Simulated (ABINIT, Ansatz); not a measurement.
# Zr (Zirconium): phonons by linear response

How does Zr (Zirconium) vibrate, and is this structure a minimum?

Main program and level: ABINIT 10.8.3; DFT PBE, scalar-relativistic, plane waves, PseudoDojo norm-conserving pseudopotentials.

## 1. The structure

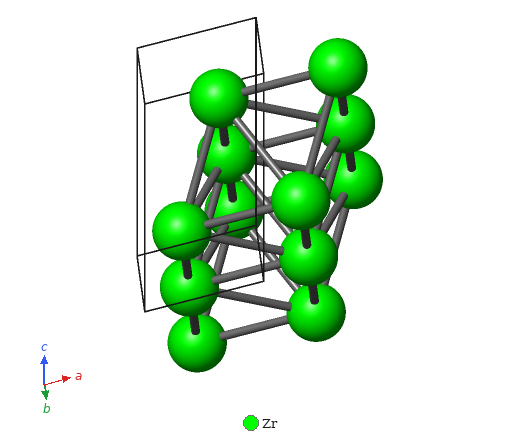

Start, viewed from a free direction; zirconium green. 2×3×1 cells are drawn.

## 2. A probe with smearing

A first run with smearing and empty bands tells whether the crystal has a gap, which decides between fixed occupations and smearing later on.

Contents of probe.abi:

```
# ground state
tolvrs 1.0d-08
prtden 1
prtwf 1

# basis, mesh and filling
ecut 29.0
ngkpt 6 6 4
nshiftk 1
shiftk 0.0 0.0 0.0
istwfk *1
occopt 7
tsmear 0.005
nband 19
nstep 100
diemac 9.0
prtebands 0
prtgsr 0

# cell and atoms
acell 3*1.0 Angstrom
rprim 
    3.232 0.0 0.0
    -1.616 2.798994105 0.0
    0.0 0.0 5.147
ntypat 1
znucl 40
natom 2
typat 1 1
xred 
    1/3 2/3 0.25
    2/3 1/3 0.75
pp_dirpath "./pseudo"
pseudos "Zr.upf"
```

Command:

```
$ OMP_NUM_THREADS=1 mpirun -n 16 abinit probe.abi > probe.log
```

Numbers of over 12 decimals in the logs are rounded to 6 here.

probe.abo, the main output file:

```text
[banners, grids, parts of the stress and lines that vanish by symmetry left out]
- input  file    -> probe.abi
- output file    -> probe.abo
- root for input  files -> probei
[...]
Symmetries : space group P6_3/m m c (#194); Bravais hP (primitive hexag.)
[...]
mpw =        2388          nfft =       43200          nkpt =          21
[...]
== DATASET  1 ==================================================================
[...]
-    --> not optimal distribution: autoparal keyword recommended in input file <--
[...]
cutoff_energies: {ecut:  29.0, pawecutdg:  -1.0, }
[...]
ETOT  1  -101.19384763469    -1.012E+02 1.001E-01 1.738E+01
 ETOT  2  -101.24115716655    -4.731E-02 1.593E-02 1.585E+00
 ETOT  3  -101.24164249402    -4.853E-04 2.378E-03 1.474E-03
 ETOT  4  -101.24164308795    -5.939E-07 1.496E-03 1.877E-05
 ETOT  5  -101.24164309591    -7.964E-09 5.466E-04 3.744E-07
 ETOT  6  -101.24164309612    -2.110E-10 8.060E-04 1.115E-08
 ETOT  7  -101.24164309613    -8.754E-12 2.180E-04 1.973E-10
 At SCF step    7       vres2   =  1.97E-10 < tolvrs=  1.00E-08 =>converged.
[...]
sigma(1 1)=  1.41982371E-05  sigma(3 2)=  0.00000000E+00
  sigma(2 2)=  1.41982373E-05  sigma(3 1)=  0.00000000E+00
  sigma(3 3)= -1.58121834E-05  sigma(2 1)=  0.00000000E+00
[...]
convergence: {deltae: -8.754E-12, res2:  1.973E-10, residm:  2.180E-04, diffor: null, }
etotal    :  -1.01241643E+02
[...]
sigma(1 1)=  1.41982371E-05  sigma(3 2)=  0.00000000E+00
  sigma(2 2)=  1.41982373E-05  sigma(3 1)=  0.00000000E+00
  sigma(3 3)= -1.58121834E-05  sigma(2 1)=  0.00000000E+00
[...]
- sigma(1 1)=  4.17726558E-01  sigma(3 2)=  0.00000000E+00
- sigma(2 2)=  4.17726564E-01  sigma(3 1)=  0.00000000E+00
- sigma(3 3)= -4.65210497E-01  sigma(2 1)=  0.00000000E+00
[...]
fcart     -0.0000000000E+00  2.0362836572E-28 -0.0000000000E+00
           strten      1.4198237125E-05  1.4198237330E-05 -1.5812183401E-05
================================================================================

[key lines of the parts left out:]
pressure_GPa:  -1.2341E-01
```

The job ended after 3.3 s (16 MPI ranks of Arm Neoverse V2, shared host).

Read from the output:

```
volume per atom   : 23.28 Å³
pressure          : -0.1234 GPa
gap on the k-mesh : 0 eV
```

No gap opens on this mesh, so smearing is kept; the printed pressure holds the stress of the finite basis too.

## 3. Relaxation

The harmonic expansion needs vanishing forces, and a free crystal bears no stress, so cell and atoms are brought to rest. Stress is more sensitive to the basis than forces are: the last 3 Ha under the cutoff are smoothed with ecutsm, and the cutoff is raised above that of the later runs.

Contents of relax.abi:

```
# relaxation
ionmov 2
optcell 2
dilatmx 1.08
ntime 40
tolmxf 1.0d-05
tolvrs 1.0d-14
prtwf 0
prtden 0
chksymtnons 0

# basis, mesh and filling
ecut 36.0
ecutsm 3.0
ngkpt 12 12 6
nshiftk 1
shiftk 0.0 0.0 0.0
istwfk *1
occopt 7
tsmear 0.01
nband 19
nstep 100
diemac 1000000.0
prtebands 0
prtgsr 0

# cell and atoms
acell 3*1.0 Angstrom
rprim 
    3.232 0.0 0.0
    -1.616 2.798994105 0.0
    0.0 0.0 5.147
ntypat 1
znucl 40
natom 2
typat 1 1
xred 
    1/3 2/3 0.25
    2/3 1/3 0.75
pp_dirpath "./pseudo"
pseudos "Zr.upf"
```

Command:

```
$ OMP_NUM_THREADS=1 mpirun -n 16 abinit relax.abi > relax.log
```

relax.abo, the main output file:

```text
[banners, grids, parts of the stress and lines that vanish by symmetry left out]
- input  file    -> relax.abi
- output file    -> relax.abo
- root for input  files -> relaxi
[...]
Symmetries : space group P6_3/m m c (#194); Bravais hP (primitive hexag.)
[...]
mpw =        4128          nfft =       77760          nkpt =          76
[...]
== DATASET  1 ==================================================================
[...]
cutoff_energies: {ecut:  36.0, pawecutdg:  -1.0, }
[...]
ETOT  1  -101.18689009563    -1.012E+02 1.531E-01 2.902E+01
 ETOT  2  -101.24305950427    -5.617E-02 5.436E-02 1.160E+00
 ETOT  3  -101.24326707018    -2.076E-04 3.102E-03 6.184E-03
 ETOT  4  -101.24326793996    -8.698E-07 2.813E-03 2.005E-05
 ETOT  5  -101.24326794553    -5.573E-09 7.867E-04 4.299E-07
[...]
At SCF step   10       vres2   =  3.06E-15 < tolvrs=  1.00E-14 =>converged.
[...]
sigma(1 1)= -1.47065708E-05  sigma(3 2)=  0.00000000E+00
  sigma(2 2)= -1.47065706E-05  sigma(3 1)=  0.00000000E+00
  sigma(3 3)= -3.51191896E-05  sigma(2 1)=  0.00000000E+00
[...]
convergence: {deltae: -5.826E-13, res2:  3.065E-15, residm:  8.627E-04, diffor: null, }
etotal    :  -1.01243268E+02
[...]
ETOT  1  -101.24326142426    -1.012E+02 1.468E-03 1.346E-01
[...]
At SCF step    8       vres2   =  7.96E-16 < tolvrs=  1.00E-14 =>converged.
[...]
sigma(1 1)= -9.15032488E-06  sigma(3 2)=  0.00000000E+00
  sigma(2 2)= -9.15032467E-06  sigma(3 1)=  0.00000000E+00
  sigma(3 3)= -2.71059250E-05  sigma(2 1)=  0.00000000E+00
[...]
convergence: {deltae:  1.208E-12, res2:  7.959E-16, residm:  2.174E-04, diffor: null, }
etotal    :  -1.01243282E+02
[...]
ETOT  1  -101.24314387152    -1.012E+02 1.081E-04 1.023E+00
[...]
At SCF step    8       vres2   =  5.27E-15 < tolvrs=  1.00E-14 =>converged.
[...]
sigma(1 1)=  5.38056738E-06  sigma(3 2)=  0.00000000E+00
  sigma(2 2)=  5.38056758E-06  sigma(3 1)=  0.00000000E+00
  sigma(3 3)= -4.77635966E-06  sigma(2 1)=  0.00000000E+00
[...]
convergence: {deltae: -1.279E-13, res2:  5.275E-15, residm:  2.531E-05, diffor: null, }
etotal    :  -1.01243298E+02
[...]
ETOT  1  -101.24329868382    -1.012E+02 2.241E-05 2.906E-03
[...]
At SCF step    8       vres2   =  8.18E-16 < tolvrs=  1.00E-14 =>converged.
[...]
sigma(1 1)=  5.26648415E-06  sigma(3 2)=  0.00000000E+00
  sigma(2 2)=  5.26648435E-06  sigma(3 1)=  0.00000000E+00
  sigma(3 3)= -3.58608270E-06  sigma(2 1)=  0.00000000E+00
[...]
convergence: {deltae: -1.762E-12, res2:  8.181E-16, residm:  1.294E-05, diffor: null, }
etotal    :  -1.01243299E+02
[...]
ETOT  1  -101.24327789800    -1.012E+02 9.904E-05 1.219E-01
[...]
At SCF step    8       vres2   =  5.12E-15 < tolvrs=  1.00E-14 =>converged.
[...]
sigma(1 1)=  1.31878786E-06  sigma(3 2)=  0.00000000E+00
  sigma(2 2)=  1.31878806E-06  sigma(3 1)=  0.00000000E+00
  sigma(3 3)=  9.18746467E-07  sigma(2 1)=  0.00000000E+00
[...]
convergence: {deltae: -6.395E-13, res2:  5.122E-15, residm:  4.801E-06, diffor: null, }
etotal    :  -1.01243302E+02
[...]
ETOT  1  -101.24330178137    -1.012E+02 4.165E-06 3.392E-03
[...]
At SCF step    8       vres2   =  6.95E-17 < tolvrs=  1.00E-14 =>converged.
[...]
sigma(1 1)=  2.32993870E-07  sigma(3 2)=  0.00000000E+00
  sigma(2 2)=  2.32994072E-07  sigma(3 1)=  0.00000000E+00
  sigma(3 3)=  2.95673963E-07  sigma(2 1)=  0.00000000E+00
[...]
convergence: {deltae: -2.274E-13, res2:  6.952E-17, residm:  2.001E-06, diffor: null, }
etotal    :  -1.01243302E+02
[...]
ETOT  1  -101.24330227792    -1.012E+02 1.714E-06 2.078E-04
[...]
ETOT  6  -101.24330230876     1.066E-12 9.890E-07 2.359E-14
 ETOT  7  -101.24330230876     9.948E-14 7.400E-07 3.034E-16
 At SCF step    7       vres2   =  3.03E-16 < tolvrs=  1.00E-14 =>converged.
[...]
sigma(1 1)=  9.93328014E-10  sigma(3 2)=  0.00000000E+00
  sigma(2 2)=  9.93529864E-10  sigma(3 1)=  0.00000000E+00
  sigma(3 3)=  1.30510715E-08  sigma(2 1)=  0.00000000E+00
[...]
convergence: {deltae:  9.948E-14, res2:  3.034E-16, residm:  7.400E-07, diffor: null, }
etotal    :  -1.01243302E+02
[...]
At Broyd/MD step   7, gradients are converged :
[...]
sigma(1 1)=  9.93328014E-10  sigma(3 2)=  0.00000000E+00
  sigma(2 2)=  9.93529864E-10  sigma(3 1)=  0.00000000E+00
  sigma(3 3)=  1.30510715E-08  sigma(2 1)=  0.00000000E+00
[...]
- sigma(1 1)=  2.92247191E-05  sigma(3 2)=  0.00000000E+00
- sigma(2 2)=  2.92306578E-05  sigma(3 1)=  0.00000000E+00
- sigma(3 3)=  3.83975782E-04  sigma(2 1)=  0.00000000E+00
[...]
fcart      2.2040677459E-29  3.8175573192E-29 -0.0000000000E+00
           strten      9.9332801359E-10  9.9352986428E-10  1.3051071546E-08
================================================================================

[key lines of the parts left out:]
pressure_GPa:  -1.4748E-04
Total energy (etotal) [Ha]= -1.01243302308757E+02
```

Run time: 61 s. Hardware: 16 MPI ranks.

The steps of the relaxation:

| step | energy less that of the first step (eV) | largest force (eV/Å) | volume (Å³) |
| --- | --- | --- | --- |
| 1 | 0.0000 | 0.0000 | 46.56 |
| 2 | -0.0004 | 0.0000 | 46.65 |
| 3 | -0.0008 | 0.0000 | 46.90 |
| 4 | -0.0009 | 0.0000 | 46.90 |
| 5 | -0.0009 | 0.0000 | 46.88 |
| 6 | -0.0009 | 0.0000 | 46.86 |
| 7 | -0.0009 | 0.0000 | 46.86 |

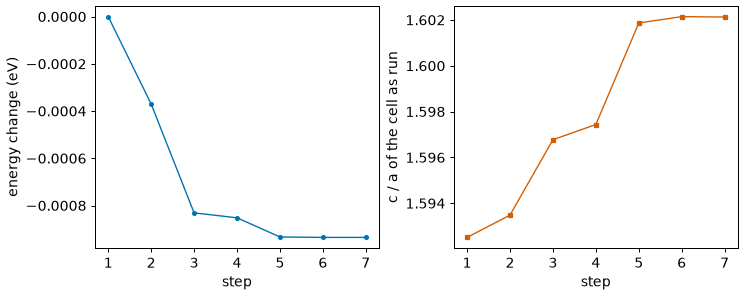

Energy and cell shape along the relaxation.

| conventional cell, symmetrised | before | after | change |
| --- | --- | --- | --- |
| a (Å) | 3.232 | 3.232 | +0.0 % |
| b (Å) | 3.232 | 3.232 | +0.0 % |
| c (Å) | 5.147 | 5.179 | +0.6 % |
| volume (Å³/atom) | 23.28 | 23.43 | +0.6 % |

The relaxed structure:

```xyz
2
Lattice="3.2324 0.0000 0.0000 -1.6162 2.7993 0.0000 0.0000 0.0000 5.1787" Properties=species:S:1:pos:R:3 pbc="T T T"
Zr    0.0000    1.8662    1.2947
Zr    1.6162    0.9331    3.8840
```

Numbers from this step:

- volume per atom: 23.43 Å³
- pressure: -1.47e-4 GPa

The volume changes by +0.6 % in this run and stands +0.6 % from the first cell.

## 4. Self-consistent run for the response

First-order wavefunctions inherit every error of the ground state, hence the very tight tolvrs. Smearing stays on, as the first look found no gap above 0.3 eV.

Contents of gs.abi:

```
# ground state
tolvrs 1.0d-16
prtden 1
prtwf 1

# basis, mesh and filling
ecut 29.0
ngkpt 12 12 6
nshiftk 1
shiftk 0.0 0.0 0.0
istwfk *1
occopt 7
tsmear 0.01
nband 19
nstep 100
diemac 1000000.0
prtebands 0
prtgsr 0

# cell and atoms
acell 3*1.0 Angstrom
rprim 
    3.232401753 0.0 0.0
    -1.616200876 2.799342033 0.0
    0.0 0.0 5.178719101
ntypat 1
znucl 40
natom 2
typat 1 1
xred 
    1/3 2/3 0.25
    2/3 1/3 0.75
pp_dirpath "./pseudo"
pseudos "Zr.upf"
```

Command:

```
$ OMP_NUM_THREADS=1 mpirun -n 16 abinit gs.abi > gs.log
```

gs.abo, the main output file:

```text
[banners, grids, parts of the stress and lines that vanish by symmetry left out]
- input  file    -> gs.abi
- output file    -> gs.abo
- root for input  files -> gsi
[...]
Symmetries : space group P6_3/m m c (#194); Bravais hP (primitive hexag.)
[...]
mpw =        2406          nfft =       43200          nkpt =          76
[...]
== DATASET  1 ==================================================================
[...]
cutoff_energies: {ecut:  29.0, pawecutdg:  -1.0, }
[...]
ETOT  1  -101.19460959926    -1.012E+02 1.504E-01 1.743E+01
 ETOT  2  -101.24263215138    -4.802E-02 1.823E-02 9.744E-01
 ETOT  3  -101.24294156037    -3.094E-04 4.392E-03 1.661E-03
 ETOT  4  -101.24294213107    -5.707E-07 2.465E-03 2.061E-05
 ETOT  5  -101.24294213840    -7.328E-09 2.149E-03 2.726E-07
[...]
ETOT 10  -101.24294213856     2.132E-13 2.053E-04 1.360E-15
 ETOT 11  -101.24294213856    -6.111E-13 2.138E-04 2.614E-17
 At SCF step   11       vres2   =  2.61E-17 < tolvrs=  1.00E-16 =>converged.
[...]
sigma(1 1)=  1.55102779E-05  sigma(3 2)=  0.00000000E+00
  sigma(2 2)=  1.55102801E-05  sigma(3 1)=  0.00000000E+00
  sigma(3 3)=  1.54562031E-05  sigma(2 1)= -1.61446673E-12
[...]
convergence: {deltae: -6.111E-13, res2:  2.614E-17, residm:  2.138E-04, diffor: null, }
etotal    :  -1.01242942E+02
[...]
sigma(1 1)=  1.55102779E-05  sigma(3 2)=  0.00000000E+00
  sigma(2 2)=  1.55102801E-05  sigma(3 1)=  0.00000000E+00
  sigma(3 3)=  1.54562031E-05  sigma(2 1)= -1.61446673E-12
[...]
- sigma(1 1)=  4.56328131E-01  sigma(3 2)=  0.00000000E+00
- sigma(2 2)=  4.56328194E-01  sigma(3 1)=  0.00000000E+00
- sigma(3 3)=  4.54737194E-01  sigma(2 1)= -4.74992510E-08
[...]
fcart     -2.2040677444E-29  3.8175573175E-29 -0.0000000000E+00
           strten      1.5510277903E-05  1.5510280068E-05  1.5456203084E-05
================================================================================

[key lines of the parts left out:]
pressure_GPa:  -4.5580E-01
```

Elapsed: 8 s, on 16 MPI ranks.

Read from the output:

| Quantity | Value |
| --- | --- |
| pressure | -0.4558 GPa |

The cell stands at -0.46 GPa: the relaxation ran with a smoothed and higher cutoff, and the difference is a stress of the finite basis.

[end of part 1 of 4]

[Host names and launcher messages were left out of these logs when they were recorded.]

[Logs are printed without paths, hosts, clocks, repeated set-up lines and the standing remarks that a program may print on its own settings, such as how far it seeks lower states.]

[Hosts, paths, dates, database ids (printed as entryN), source tags and the programs' standing remarks are cut or masked in the printed files.]
